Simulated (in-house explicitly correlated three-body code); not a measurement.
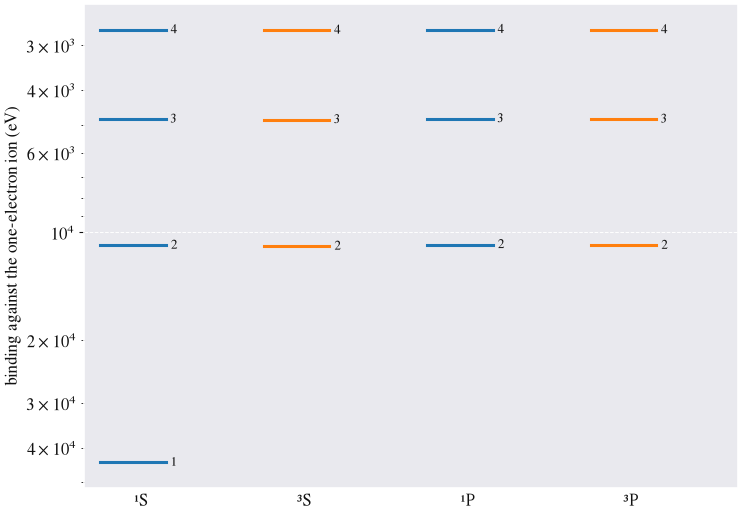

Two electrons around a point charge Z = 57.489. Computed variationally in 260 exponentially correlated functions with an in-house code, non-relativistic, converged to about 10⁻⁸ of the energy. The plot shows the bound S and P states that converged, by term and principal number n, on a logarithmic scale of binding.

**Describe the level scheme.**

The ground state is bound by 43.99 keV. The n = 2 states drawn run, from the deepest, 2 ³S (10.95 keV), 2 ³P (10.89 keV), 2 ¹S (10.88 keV), 2 ¹P (10.84 keV). Exchange puts 2 ³S below 2 ¹S by 66.8 eV and 2 ³P below 2 ¹P by 51.1 eV. Quantum defects n − (Z − 1)/√(2 E(binding)): 2 ³S 0.009, 2 ³P 0.003, 2 ¹S 0.003, 2 ¹P −0.001.
